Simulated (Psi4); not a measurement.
# One shape, several levels: AlBH4O (SMILES B[O][AlH2])

Wanted: a comparison of 4 runs (HF/pcSseg-1, B3LYP/6-31G*, B3LYP/pcseg-1, CEPA(3)/aug-pcseg-0) of AlBH4O. 

The calculation is run with Psi4 1.11.

1 further run of the same task is left out (it didn't finish).

**1. The system as given**

The species is AlBH4O (7 atoms), meant as a singlet with charge 0. As SMILES, `B[O][AlH2]`. The shape comes from GFN2-xTB, which is rough for such elements, and wasn't checked as a minimum.

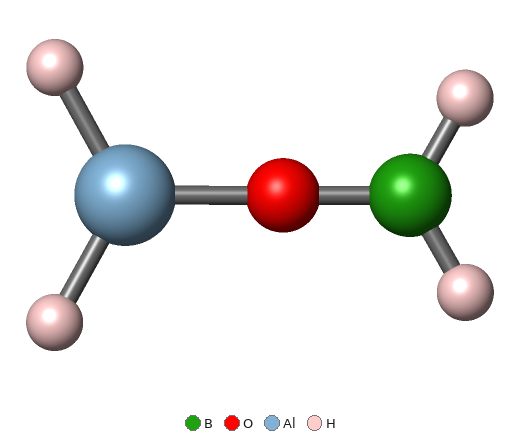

Viewed from a chosen angle; boron green, oxygen red, aluminium light blue, hydrogen pink.

**2. The energy at HF/pcSseg-1 (density fitting) (run 1)**

Contents of input.json:

```json
{
 "schema_name": "qcschema_input",
 "schema_version": 1,
 "molecule": {
  "schema_name": "qcschema_molecule",
  "schema_version": 2,
  "symbols": ["B", "O", "Al", "H", "H", "H", "H"],
  "geometry": [-2.34286355, 0.87021888, -1.42683771, -0.28536754, 0.10393494, -0.17534769, 2.27388855, -0.84502883, 1.3834307, -3.25422177, -0.45988375, -2.95825286, -3.21635166, 2.86584526, -0.98110801, 3.43862125, 0.91986199, 3.3665093, 3.38629473, -3.45494848, 0.79160627],
  "molecular_charge": 0,
  "molecular_multiplicity": 1,
  "fix_symmetry": "c1"
 },
 "driver": "energy",
 "model": {
  "method": "hf",
  "basis": "pcSseg-1"
 },
 "keywords": {}
}
```

On the command line:

```console
psi4 --qcschema input.json -n 1 --memory 1600MB
```

stdout:

```text
[...]
  Running in c1 symmetry.
[...]
  Nuclear repulsion =   86.754310950820908
[...]
  Multiplicity = 1
[...]
  Nalpha       = 15
  Nbeta        = 15
[...]
    Number of basis functions: 78
[...]
   @DF-RHF iter   1:  -343.75622815311363   -1.13139e+00   6.19971e-03 ADIIS/DIIS
[...]
   @DF-RHF iter   7:  -343.84001876517425   -2.47474e-08   3.35486e-07 DIIS
[...]
    Orbital Energies [Eh]
    ---------------------
    Doubly Occupied:
       1A    -58.494276     2A    -20.539848     3A     -7.611576
       4A     -4.897335     5A     -3.220862     6A     -3.220279
       7A     -3.218126     8A     -1.333970     9A     -0.758693
      10A     -0.600186    11A     -0.595414    12A     -0.541649
      13A     -0.525590    14A     -0.452993    15A     -0.412646
[...]
  @DF-RHF Final Energy:  -343.84001876517425
   => Energetics <=
    Nuclear Repulsion Energy =             86.7543109508209085
    One-Electron Energy =                -648.3417212054372385
    Two-Electron Energy =                 217.7473914894420375
    Total Energy =                       -343.8400187651742499
[...]
 Multipole Moments:
 ------------------------------------------------------------------------------------
     Multipole            Electronic (a.u.)      Nuclear  (a.u.)        Total (a.u.)
 ------------------------------------------------------------------------------------
 L = 1.  Multiply by 2.5417464519 to convert [e a0] to [Debye]
 Dipole X            :          0.5256226           -0.2943533            0.2312693
 Dipole Y            :         -0.1970849            0.1114919           -0.0855929
 Dipole Z            :          0.3151060           -0.1760965            0.1390094
 Magnitude           :                                                    0.2830817
[...]
```

The result, in JSON:

```text
{
 "driver": "energy",
 "model": {
  "method": "hf",
  "basis": "pcSseg-1"
 },
 "success": true,
 "return_result": -343.84001876517425,
 "properties": {
  "calcinfo_nbasis": 78,
  "calcinfo_nmo": 78,
  "calcinfo_nalpha": 15,
  "calcinfo_nbeta": 15,
  "calcinfo_natom": 7,
  "nuclear_repulsion_energy": 86.75431095082091,
  "return_energy": -343.84001876517425,
  "scf_one_electron_energy": -648.3417212054372,
  "scf_two_electron_energy": 217.74739148944204,
  "scf_dipole_moment": [0.23126926284093452, -0.0855929445619743, 0.1390094272811137],
  "scf_total_energy": -343.84001876517425,
  "scf_iterations": 7
 }
}
```

Wall time 1.9 s (1 thread of Intel Xeon 6975P-C (Granite Rapids), shared host); peak memory 0.21 GiB.

**3. Energy and forces at B3LYP/6-31G(d) (Cartesian functions) (run 2)**

Contents of albh4o.py:

```python
import psi4

psi4.set_memory(1600000000)
psi4.set_num_threads(1)
psi4.set_output_file('psi4.out', False)

geom = psi4.geometry("""
0 1
B     -1.239790     0.460500    -0.755050
O     -0.151010     0.055000    -0.092790
Al     1.203290    -0.447170     0.732080
H     -1.722060    -0.243360    -1.565440
H     -1.702020     1.516540    -0.519180
H      1.819640     0.486770     1.781480
H      1.791950    -1.828280     0.418900
units angstrom
symmetry c1
no_reorient
no_com
""")

psi4.set_options({
    'basis': '6-31G*',
    'puream': False,
    'e_convergence': 1e-09,
    'd_convergence': 1e-08,
    'scf_type': 'pk',
    'dft_radial_points': 99,
    'dft_spherical_points': 590,
})

e, wfn = psi4.gradient('b3lyp', return_wfn=True)
psi4.oeprop(wfn, 'MULLIKEN_CHARGES', 'MAYER_INDICES', 'DIPOLE', title='B3LYP')
print('gradient / Eh bohr^-1')
print(e.np.round(6))
print(f'energy = {wfn.energy():.10f} Eh')
for k, v in sorted(psi4.core.scalar_variables().items()):
    print(f'{k:45s} {v:18.10f}')
```

On the command line:

```console
python albh4o.py
```

psi4.out:

```text
[...]
  Running in c1 symmetry.
[...]
  Nuclear repulsion =   86.754310919700984
[...]
  Multiplicity = 1
[...]
  Nalpha       = 15
  Nbeta        = 15
[...]
    Number of basis functions: 57
[...]
   @RKS iter   1:  -344.77098309028207   -5.71187e-01   1.25096e-02 ADIIS/DIIS
[...]
   @RKS iter  10:  -344.97686036521594   -3.97904e-13   1.74452e-09 DIIS
[...]
    Orbital Energies [Eh]
    ---------------------
    Doubly Occupied:
       1A    -56.059600     2A    -19.151169     3A     -6.768340
       4A     -4.151090     5A     -2.708607     6A     -2.702660
       7A     -2.699851     8A     -0.993992     9A     -0.555398
      10A     -0.429970    11A     -0.410603    12A     -0.384050
      13A     -0.380119    14A     -0.319360    15A     -0.269487
[...]
  @RKS Final Energy:  -344.97686036521594
   => Energetics <=
    Nuclear Repulsion Energy =             86.7543109197009841
    One-Electron Energy =                -648.4764350082468809
    Two-Electron Energy =                 243.3120558166555156
    DFT Exchange-Correlation Energy =     -26.5667920933255353
    Empirical Dispersion Energy =           0.0000000000000000
    VV10 Nonlocal Energy =                  0.0000000000000000
    Total Energy =                       -344.9768603652159413
[...]
  -Total Gradient:
     Atom            X                  Y                   Z
    ------   -----------------  -----------------  -----------------
       1       -0.003681243459     0.001346680960    -0.002231256042
       2        0.014443023583    -0.005289973909     0.008855078888
       3       -0.010994034925     0.003982260566    -0.006821623940
       4        0.005497527555     0.008009702033     0.009237649637
       5        0.005347028846    -0.012069823901    -0.002668335593
       6       -0.005428857975    -0.009448601326    -0.009905836993
       7       -0.005178694508     0.013468023627     0.003537249195
[...]
 Multipole Moments:
 ------------------------------------------------------------------------------------
     Multipole            Electronic (a.u.)      Nuclear  (a.u.)        Total (a.u.)
 ------------------------------------------------------------------------------------
 L = 1.  Multiply by 2.5417464519 to convert [e a0] to [Debye]
 Dipole X            :        -15.6053584           15.9176356            0.3122772
 Dipole Y            :          5.8160161           -5.9319259           -0.1159098
 Dipole Z            :         -9.4777376            9.6663838            0.1886462
 Magnitude           :                                                    0.3828048
[...]
```

Standard output:

```text
gradient / Eh bohr^-1
[[-0.003681  0.001347 -0.002231]
 [ 0.014443 -0.00529   0.008855]
 [-0.010994  0.003982 -0.006822]
 [ 0.005498  0.00801   0.009238]
 [ 0.005347 -0.01207  -0.002668]
 [-0.005429 -0.009449 -0.009906]
 [-0.005179  0.013468  0.003537]]
energy = -344.9768603652 Eh
CURRENT ENERGY                                   -344.9768603652
CURRENT REFERENCE ENERGY                         -344.9768603652
DD SOLVATION ENERGY                                 0.0000000000
DFT FUNCTIONAL TOTAL ENERGY                      -344.9768603652
DFT TOTAL ENERGY                                 -344.9768603652
DFT VV10 ENERGY                                     0.0000000000
DFT XC ENERGY                                     -26.5667920933
GRID ELECTRONS ALPHA                               15.0000001595
GRID ELECTRONS BETA                                15.0000001595
GRID ELECTRONS TOTAL                               30.0000003189
NUCLEAR REPULSION ENERGY                           86.7543109197
ONE-ELECTRON ENERGY                              -648.4764350082
PCM POLARIZATION ENERGY                             0.0000000000
PE ENERGY                                           0.0000000000
SCF ITERATION ENERGY                             -344.9768603652
SCF ITERATIONS                                     10.0000000000
SCF TOTAL ENERGY                                 -344.9768603652
TWO-ELECTRON ENERGY                               243.3120558167
XC GRID RADIAL POINTS                              99.0000000000
XC GRID SPHERICAL POINTS                          590.0000000000
XC GRID TOTAL POINTS                           390956.0000000000
```

It took 8.7 s on 1 thread of Intel Xeon 6975P-C (Granite Rapids), shared host; peak memory 0.81 GiB.

Run 3 isn't shown in full; the table further down has it.

**4. A single-point energy at CEPA(3)/aug-pcseg-0 (DKH2) (run 4)**

Contents of calc.dat:

```
memory 1.6 GB

molecule {
  0 1
  B     -1.239790     0.460500    -0.755050
  O     -0.151010     0.055000    -0.092790
  Al     1.203290    -0.447170     0.732080
  H     -1.722060    -0.243360    -1.565440
  H     -1.702020     1.516540    -0.519180
  H      1.819640     0.486770     1.781480
  H      1.791950    -1.828280     0.418900
  units angstrom
}

set basis aug-pcseg-0
set reference rhf
set scf_type pk
set freeze_core true
set damping_percentage 20
set scf_initial_accelerator none
set soscf true
set maxiter 80
set relativistic dkh
set dkh_order 2

energy("cepa(3)")
```

On the command line:

```console
psi4 calc.dat calc.out -n 1
```

calc.out:

```text
[...]
  Running in c1 symmetry.
[...]
  Nuclear repulsion =   86.754310919700998
[...]
  Multiplicity = 1
[...]
  Nalpha       = 15
  Nbeta        = 15
[...]
    Number of basis functions: 55
[...]
   @RHF iter   1:  -343.64875085601415   -1.06790e+00   9.23097e-03 DIIS
[...]
   @RHF iter  15:  -343.74143553255044   -2.80880e-09   4.41631e-12 SOSCF, nmicro=conv/DAMP=20%
[...]
    Orbital Energies [Eh]
    ---------------------
    Doubly Occupied:
       1A    -58.566401     2A    -20.577880     3A     -7.632000
       4A     -4.875122     5A     -3.242112     6A     -3.241799
       7A     -3.241690     8A     -1.330948     9A     -0.761991
      10A     -0.603894    11A     -0.601323    12A     -0.544295
      13A     -0.534182    14A     -0.455161    15A     -0.410240
[...]
  @RHF Final Energy:  -343.74143553255044
   => Energetics <=
    Nuclear Repulsion Energy =             86.7543109197009983
    One-Electron Energy =                -647.7534192825133914
    Two-Electron Energy =                 217.2576728302619813
    Total Energy =                       -343.7414355325504403
[...]
 Multipole Moments:
 ------------------------------------------------------------------------------------
     Multipole            Electronic (a.u.)      Nuclear  (a.u.)        Total (a.u.)
 ------------------------------------------------------------------------------------
 L = 1.  Multiply by 2.5417464519 to convert [e a0] to [Debye]
 Dipole X            :          0.5297096           -0.2943533            0.2353562
 Dipole Y            :         -0.1982747            0.1114919           -0.0867828
 Dipole Z            :          0.3178266           -0.1760965            0.1417300
 Magnitude           :                                                    0.2881167
[...]
      * SCS-MP2 total energy:                 -343.955095560606
[...]
      * MP2 total energy:                     -343.951900096656
[...]
```

Wall time 3.9 s (1 thread of Intel Xeon 6975P-C (Granite Rapids), shared host); peak memory 0.21 GiB.

**5. All runs side by side**

| run | level | task | integrals | energy (Eh) | dipole moment (D) | HOMO energy (eV) | LUMO energy (eV) | wall time |
| --- | --- | --- | --- | --- | --- | --- | --- | --- |
| 1 | HF/pcSseg-1 (density fitting) | energy | df | -343.840019 | 0.72 | -11.23 | 1.35 | 1.9 s |
| 2 | B3LYP/6-31G* (Cartesian functions) | gradient | pk | -344.976860 | 0.97 | -7.33 | -1.56 | 8.7 s |
| 3 | B3LYP/pcseg-1 | energy | pk | -344.967807 | 1.10 | -7.49 | -1.73 | 7.8 s |
| 4 | CEPA(3)/aug-pcseg-0 (DKH2) | energy | pk | -343.971455 | – | -11.16 | 0.65 | 3.9 s |

**6. Outcome**

| quantity | value |
| --- | --- |
| run 4: total energy | -343.97145 Eh |
| run 4: HOMO energy (Hartree–Fock orbitals) | -11.16 eV |
| run 4: LUMO energy (Hartree–Fock orbitals) | 0.65 eV |
| run 4: HOMO–LUMO gap (Hartree–Fock orbitals) | 11.81 eV |
| run 4: correlation energy (7 core orbitals frozen) | -230.0 mEh |

**Reading.** Over runs 1, 2, 3 the dipole moment (its size) runs from 0.72 D (HF/pcSseg-1) to 1.10 D (B3LYP/pcseg-1). The two ends differ in method and basis. Over runs 1, 2, 3 the HOMO–LUMO gap runs from 5.76 eV (B3LYP/pcseg-1) to 12.58 eV (HF/pcSseg-1). Some runs of one species differ in core potentials or relativity; totals across that change don't compare. All runs together took 22 s, the longest 8.7 s.
